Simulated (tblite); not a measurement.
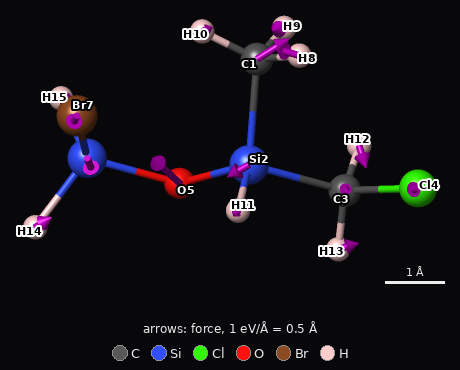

Starting geometry of C2H8BrClOSi2 with the computed forces as purple arrows. A ball-and-stick model, seen from a free direction.

Theory: GFN2-xTB geometry optimisation, gas phase in tblite 0.8.0. 

Question: Is this structure relaxed? If not, where do the atoms go?

Answer: It isn't relaxed: the largest force vector, on the O atom, is 2.36 eV/Å. The final displacements follow the starting forces only in part (cosine between the two patterns 0.33). The energy falls by 72.1 kJ/mol in 127 geometry steps. The largest move after the best rigid fit is that of the Br atom, 0.90 Å. Largest moves by element: Br 0.90 Å, H 0.70 Å, O 0.53 Å, Cl 0.51 Å, C 0.29 Å, Si 0.28 Å. Some distances before and after: Br–Si 3.347 → 3.901 Å, O–Si 1.689 → 1.608 Å, O–Si 1.696 → 1.638 Å, Br–Si 2.244 → 2.198 Å. Among the angles between lasting bonds that change: Si–O–Si 115.6° → 149.6°, H–Si–H 106.9° → 118.6°, O–Si–H 112.9° → 106.0°.
